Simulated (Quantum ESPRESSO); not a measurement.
# Fe: which magnetic order is lowest, part 2 of 2

Does Fe prefer parallel or opposed moments, or none?

Quantum ESPRESSO 7.5; PBE; plane waves with GBRV 1.5 PBE potentials, no spin-orbit coupling.

So far, absolute magnetization (μB): step 2 (run 1, typed as ferro +) 2.42.

The database entry behind the starting cell differs from later determinations by our own check (about 0.2 % short), so it need not match the best structure at ambient conditions.

## (4) Run 3 (antiferro q=(0,0,1/2) +−) (continued)

Spin moment in the atom's sphere by atom:

```tsv
atom	spin moment in the atom's sphere (μB)
Fe1	2.15
Fe2	-2.15
```

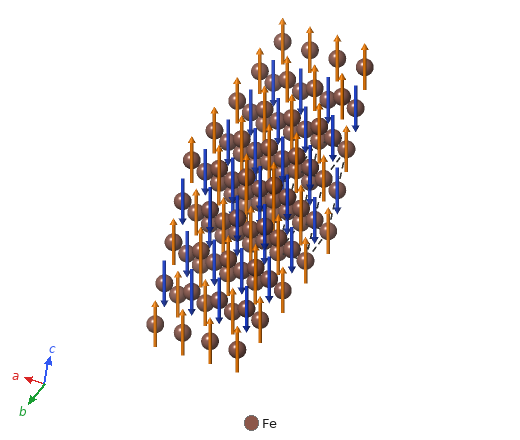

Spin moment in the atom's sphere as arrows, the longest 2.15 μB. Up and down stand for the sign. Arrows give size and sign along the axis of quantisation, drawn up and down the page. The two directions have two colours. 3×4×2 cells are drawn. Some periodic images of atoms are drawn too.

Read from the output:

| Item | Value |
| --- | --- |
| smearing term TS | 0.02648 eV |
| magnetization | 0 μB |
| absolute magnetization | 4.451 μB |
| final state | antiferromagnetic |

## (5) Run 4 (no spin polarisation)

Contents of pw.in:

```
&CONTROL
  calculation = 'scf'
  prefix = 'pwscf'
  outdir = './tmp'
  pseudo_dir = './pseudo'
  disk_io = 'nowf'
/
&SYSTEM
  ibrav = 0
  celldm(1) = 8
  nat = 1
  ntyp = 1
  ecutwfc = 40
  ecutrho = 280
  nbnd = 14
  occupations = 'smearing'
  smearing = 'fd'
  degauss = 0.00367493
/
&ELECTRONS
  conv_thr = 2d-09
  electron_maxstep = 150
  mixing_beta = 0.3
/
ATOMIC_SPECIES
Fe     55.8450 fe_pbe_v1.5.uspp.F.UPF
CELL_PARAMETERS alat
  -0.3378452365606    0.3378452365606    0.3378452365606
   0.3378452365606   -0.3378452365606    0.3378452365606
   0.3378452365606    0.3378452365606   -0.3378452365606
ATOMIC_POSITIONS crystal
Fe      0.0000000000    0.0000000000    0.0000000000
K_POINTS automatic
16 16 16 0 0 0
```

Launch:

```
> OMP_NUM_THREADS=1 mpirun -n 4 pw.x -nk 4 -in pw.in > pw.out
```

What it wrote:

```text
     [... lines left out ...]
Program PWSCF v.7.5 starts
     [... lines left out ...]
     number of atoms/cell      =            1
     [... lines left out ...]
     number of electrons       =        16.00
     number of Kohn-Sham states=           14
     kinetic-energy cutoff     =      40.0000  Ry
     charge density cutoff     =     280.0000  Ry
     scf convergence threshold =      2.0E-09
     [... lines left out ...]
     48 Sym. Ops., with inversion, found
     [... lines left out ...]
     number of k points=   145  Fermi-Dirac smearing, width (Ry)=  0.0037
     [... lines left out ...]
     iteration #  7     ecut=    40.00 Ry     beta= 0.30
     [... lines left out ...]
     the Fermi energy is    17.6437 ev
!    total energy              =    -250.30365767 Ry
     estimated scf accuracy    <          1.5E-09 Ry
     smearing contrib. (-TS)   =      -0.00237996 Ry
     [... lines left out ...]
     convergence has been achieved in   7 iterations
```

Run time: 2 s. Hardware: 4 MPI ranks of Intel Xeon 6975P-C (Granite Rapids), shared host; peak memory 0.05 GiB.

This step gave:

```yaml
smearing_term_ts: 0.03238 eV
final_state: non-magnetic (no spin polarisation)
```

## (6) What a mistake does

One input was spoiled on purpose, to see how the program answers.

Contents of pw.in:

```
&CONTROL
  calculation = 'scf'
  prefix = 'pwscf'
  outdir = './tmp'
  pseudo_dir = './pseudo'
  disk_io = 'nowf'
/
&SYSTEM
  ibrav = 0
  nat = 1
  ntyp = 1
  ecutwfc = 40
  ecutrho = 280
  nbnd = 15
  occupations = 'smearing'
  smearing = 'fd'
  degauss = 0.00367493
  nspin = 2
  starting_magnetization(1) = 0.175
/
&ELECTRONS
  conv_thr = 2d-09
  electron_maxstep = 50
  mixing_beta = 0.003
  mixing_ndim = 1
/
ATOMIC_SPECIES
Fe     55.8450 fe_pbe_v1.5.uspp.F.UPF
CELL_PARAMETERS angstrom
  -1.4302400000    1.4302400000    1.4302400000
   1.4302400000   -1.4302400000    1.4302400000
   1.4302400000    1.4302400000   -1.4302400000
ATOMIC_POSITIONS crystal
Fe      0.0000000000    0.0000000000    0.0000000000
K_POINTS automatic
16 16 16 0 0 0
```

What it wrote:

```text
     [... lines left out ...]
Program PWSCF v.7.5 starts
     [... lines left out ...]
     number of atoms/cell      =            1
     [... lines left out ...]
     number of electrons       =        16.00
     number of Kohn-Sham states=           15
     kinetic-energy cutoff     =      40.0000  Ry
     charge density cutoff     =     280.0000  Ry
     scf convergence threshold =      2.0E-09
     [... lines left out ...]
     48 Sym. Ops., with inversion, found
     [... lines left out ...]
     number of k points=   145  Fermi-Dirac smearing, width (Ry)=  0.0037
     [... lines left out ...]
     iteration # 50     ecut=    40.00 Ry     beta= 0.00
     [... lines left out ...]
     estimated scf accuracy    <       0.00107120 Ry
     total magnetization       =     2.28 Bohr mag/cell
     absolute magnetization    =     2.44 Bohr mag/cell
     [... lines left out ...]
     convergence NOT achieved after  50 iterations: stopping
[key lines of the parts left out:]
total energy              =    -250.34661646 Ry
```

The job ended after 10 s (4 MPI ranks; peak memory 0.25 GiB).

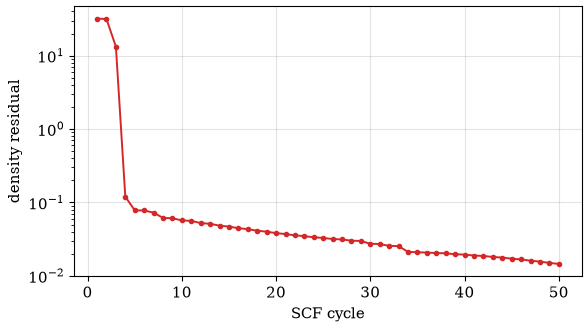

Residual by cycle in this run.

No converged result was reached; the numbers in the log don't describe the system.

After 50 cycles the residual stands at 0.015, against 0.032 at cycle 26 and a least value of 0.015. The cap of 50 cycles in the input ended the loop.

The fault put into the input: mixing far too weak.

## (7) Ranking

An order is kept where moments of 0.15 μB or more survive with the typed signs; meshes match where a doubled cell samples the same k points as the first cell.

Orders:

```tsv
start	final state	typed order kept	energy over the lowest (meV a seeded atom)	largest site moment (μB)	net moment (μB a cell of the first run)	mesh matched	CPU time (s)
ferro +	ferromagnetic	yes	0	2.342	2.286	yes	13.66
antiferro q=(1/2,1/2,1/2) +-	antiferromagnetic	yes	474.3	1.803	0.001093	yes	54.82
antiferro q=(0,0,1/2) +-	antiferromagnetic	yes	227.8	2.154	0	yes	104.3
no spin polarisation	non-magnetic	-	585.8	0	0	yes	7.13
```

## (8) Couplings from the energies

E = −Σ J e·e over ordered pairs of unit vectors, so each pair counts twice. As many shells are taken as there are differences of energy, so the couplings are solved for and no residual tests the model; further shells are folded in, and shells whose pairs keep their relative signs in all orders cancel and are not probed. Couplings from the energies:

```tsv
pair	distance (Å)	neighbours an atom	J (meV)
Fe-Fe	2.477	8	29.64
Fe-Fe	2.86	6	-1.163
```

## (9) Results

```yaml
lowest_state_found: ferromagnetic (from ferro +)
largest_site_moment: 2.34 μB
next_state_with_moments: antiferromagnetic, 228 meV a seeded atom higher
state_without_moments: 586 meV a seeded atom higher
j_of_the_weightiest_shell: 29.6 meV
```

The largest moment changes by 23 % between the kept orders, so a model of rigid spins is rough here. Only these 4 starts were compared; other wavevectors, canted and longer-period orders were not.

[Logs and program files are shortened in this print: banners, set-up blocks, solver, clock and traceback lines can be left out without a mark of their own.]

[Logs are printed without paths, hosts, clocks, repeated set-up lines and the standing remarks that a program may print on its own settings, such as how far it seeks lower states.]

[Hosts, paths, dates, database ids (printed as entryN), source tags and the programs' standing remarks are cut or masked in the printed files.]

[Where a cell is said to come from a database of computed structures, the database is the Materials Project.]
